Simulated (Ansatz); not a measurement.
# FH3Si···SiH4: what the fields show

```xyz
10

Si   -0.5467    0.3307   -1.5589
Si   -0.0539   -0.3479    4.0798
H    -0.6844   -1.0809    5.1919
H     1.2362   -0.9773    3.7439
H     0.1734    1.0526    4.4777
H     0.2054    0.9494   -0.4615
H     0.1392    0.5479   -2.8377
H    -0.7326   -1.1035   -1.3114
F    -1.9751    1.0157   -1.6354
H    -0.9371   -0.3870    2.9002
```

Computed with RHF/def2-mTZVP in Ansatz.

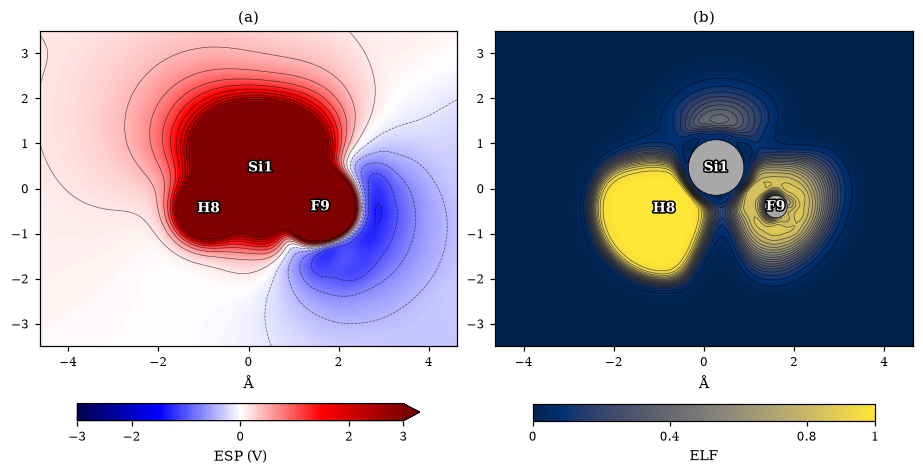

Figure 1. (a) electrostatic potential; (b) electron localisation function on the plane of atoms H8, Si1 and F9. Grey discs cover the atomic cores in the ELF map.

What does the map show?

Atoms in the plane: Si, H and F.
Si–F (1.59 Å): the ELF peaks at about 0.85 in the valence shell of F, 0.7 Å from its nucleus, and is about 0.55 at the midpoint.
Si–H (1.47 Å): the ELF climbs to about 1 towards the hydrogen, as it does in any bond to H.
The ELF also peaks beside F9, away from the bonds: lone-pair regions.
Outside the dense part of the complex the potential is most negative (−1.3 V) near F9.

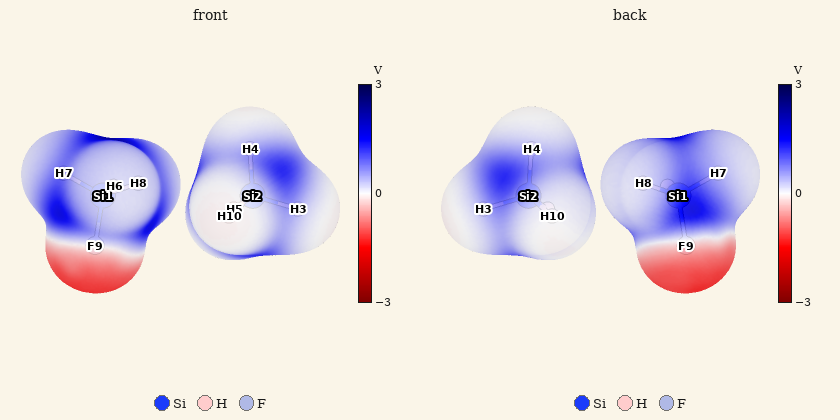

Figure 2. The electrostatic potential painted on the density surface at 0.002 e/bohr³, seen from the front and from behind; the colour scale runs from red (negative) to blue (positive).

Where is the surface potential most negative and most positive?

The most negative region (about −1.2 V) lies over F9, the most positive (about +2.1 V) over Si1.
